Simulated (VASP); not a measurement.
Band structure of Cr (bcc, AFM order). Level of theory: LDA (Ceperley-Alder, Perdew-Zunger), VASP's LDA PAW potentials (set 64) (plane waves; VASP).

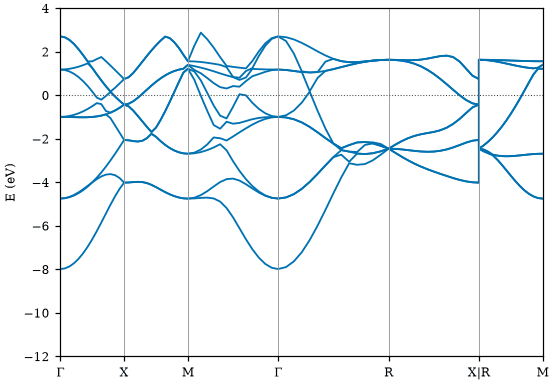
Fig. 1. Bands along high-symmetry lines, zero at the valence-band maximum or, without a gap, the Fermi level

Task: Read the plot: is there a gap, and where are the band edges?

Result: It has no gap at this level: it comes out as a metal or semimetal. (Edges off the drawn lines would not show.)

The compound is Cr in the bcc, AFM order structure. It was relaxed first, which changed the volume by -9 %. The run is not spin-polarised, so no magnetic state was tried.
